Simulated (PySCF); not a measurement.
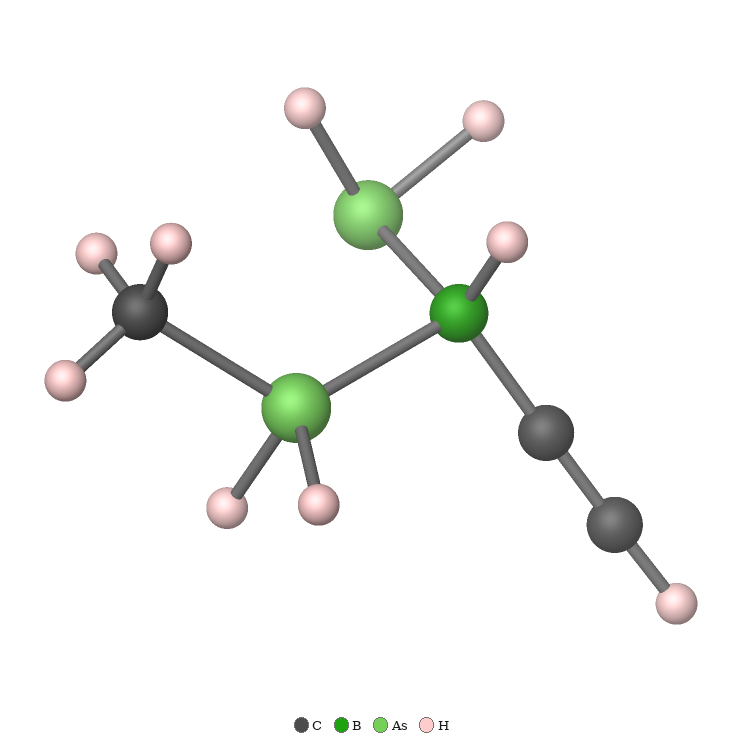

Every bond is drawn as one stick, whatever its order.

The geometry was computed by an optimisation with GFN2-xTB. No frequency run is at hand to confirm it as a minimum.

Give the formula.

C₃H₉As₂B, 15 atoms: 3 carbon, 9 hydrogen, 2 arsenic and 1 boron.

Name functional groups in it.

Among them: alkyne, B–H bond.

The parts below concern this one geometry. Atoms keep their numbers from picture to picture.

Geometry

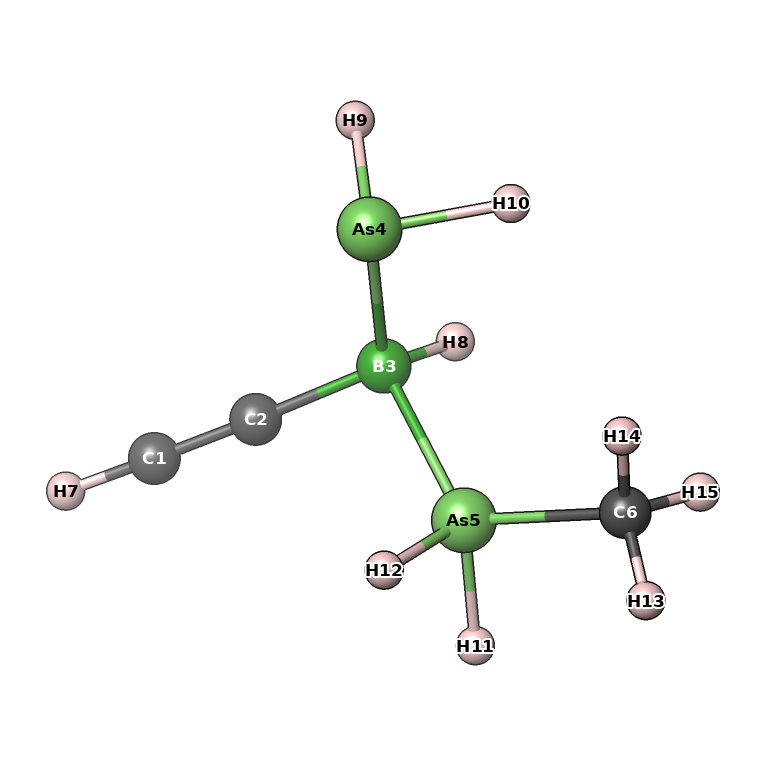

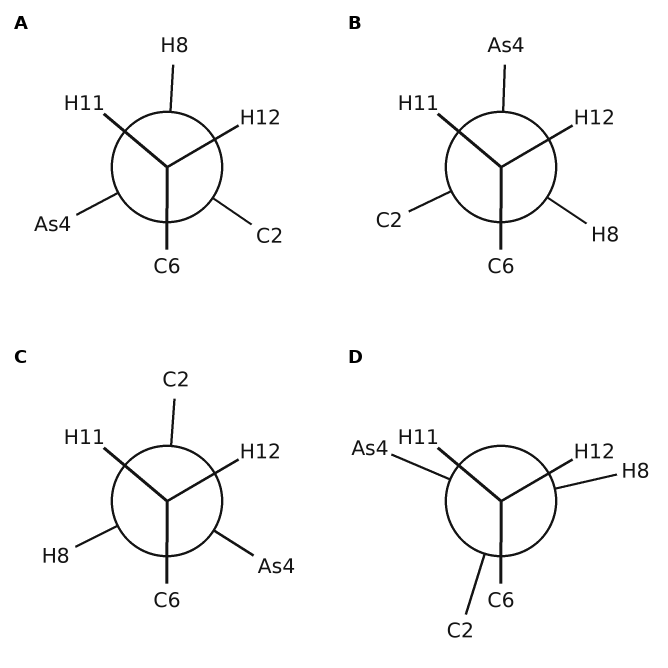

Depth is shown by fading: the farther an atom, the more it takes the colour of the background. Bonds that would overlap in a projection are set slightly apart. No frequency run is at hand to confirm it as a minimum.

Which Newman projection shows the view along As5–B3, with As5 in front?

C. The torsion angle C6–As5–B3–As4 is −58°, synclinal (gauche).

Electronic properties

No frequency run is at hand to confirm it as a minimum. Level of theory: B3LYP/pcJ-1 (pcSseg-1 on As), gas phase (PySCF 2.14.0).

What is the HOMO energy (Kohn–Sham orbital)?

−6.21 eV.

What is the dipole moment?

4.89 D.

Give the LUMO energy (Kohn–Sham orbital) at this level.

−0.42 eV.

Spin–spin coupling

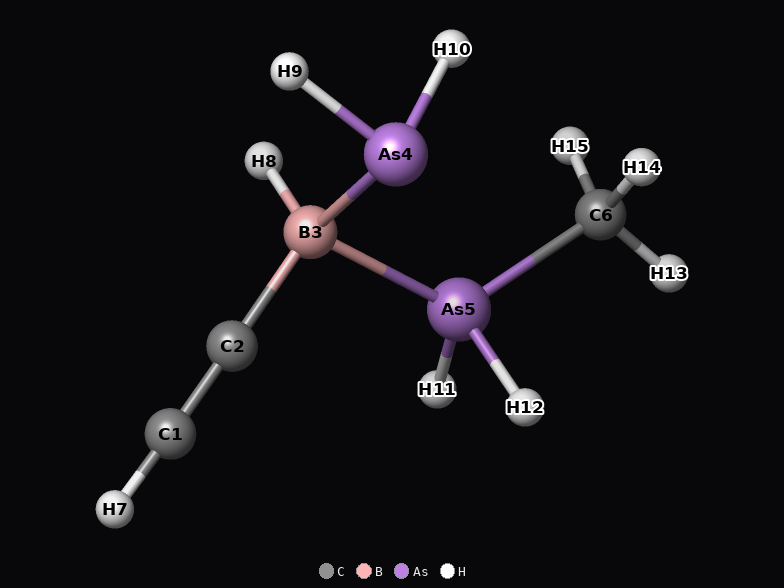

No frequency run is at hand to confirm it as a minimum. Level of theory: B3LYP/pcJ-1 (pcSseg-1 on As) indirect spin-spin coupling, non-relativistic, gas phase (PySCF 2.14.0). Isotopes: 11B, 13C, 1H.

Give the spin–spin coupling constants of these pairs, with the number of bonds between them: C2/B3, B3/H12, B3/H9, B3/H11, B3/H10, B3/H7.

| pair | bonds apart | J (Hz) |
| --- | --- | --- |
| C2, B3 | 1 | 91.5 |
| B3, H12 | 2 | 0.7 |
| B3, H9 | 2 | −3.0 |
| B3, H11 | 2 | −0.9 |
| B3, H10 | 2 | −4.8 |
| B3, H7 | 3 | 3.8 |

Quadrupole coupling

No frequency run is at hand to confirm it as a minimum. Electric field gradients from the ground-state density, B3LYP/pcJ-1 (pcSseg-1 on As) (PySCF 2.14.0), non-relativistic apart from any core potentials.

Give the largest field-gradient component, the quadrupole coupling constant and the asymmetry for 11B at B3 (Q = 40.59 mb), 75As at As4 (Q = 314 mb), 75As at As5 (Q = 314 mb).

| atom | V_zz (a.u.) | e²qQ/h (MHz) | η |
| --- | --- | --- | --- |
| B3 | 0.245 | 2.34 | 0.46 |
| As4 | −2.418 | −178.4 | 0.44 |
| As5 | −1.797 | −132.5 | 0.16 |

The geometry is semi-empirical. Around As, B such bond lengths and angles can be off by a tenth of an ångström or more and by several degrees, and values that hang on the shape move with them.
